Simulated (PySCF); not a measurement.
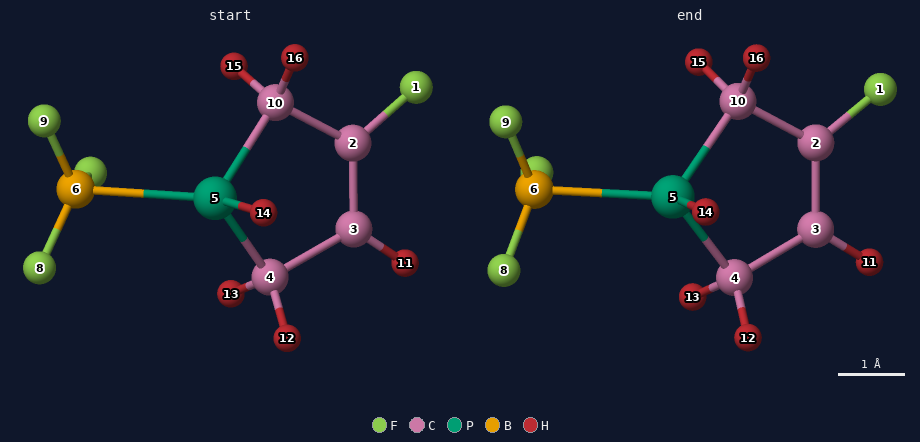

The structure of C₄H₆BF₄P before (left) and after (right) a relaxation, at one scale.

The picture is a ball-and-stick view, seen at a tilt.

The start comes from GFN2-xTB. Its atoms were then displaced at random by about 0.01 Å.

All numbers below come from PBE0-D3(BJ)/def2-SVP geometry optimisation, gas phase (PySCF 2.14.0, density-fitted response routines). 

Question: What changed between the two?

Answer: Over 8 geometry steps the energy falls by 3.46 kcal/mol. The largest move after the best rigid fit is that of an H atom, 0.27 Å. Largest moves by element: H 0.27 Å, F 0.21 Å, P 0.13 Å, C 0.08 Å, B 0.04 Å. Among the contacts that change: C–C 1.548 → 1.500 Å, B–P 2.186 → 2.140 Å, C–H 1.061 → 1.092 Å, C–H 1.077 → 1.104 Å. Bond angles that change, for instance: B–P–H 135.4° → 120.8°, C–P–B 109.8° → 115.9°, P–C–H 112.6° → 108.1°. Cost: 94 s on 1 thread of AMD EPYC 9R14, with other jobs on the host.
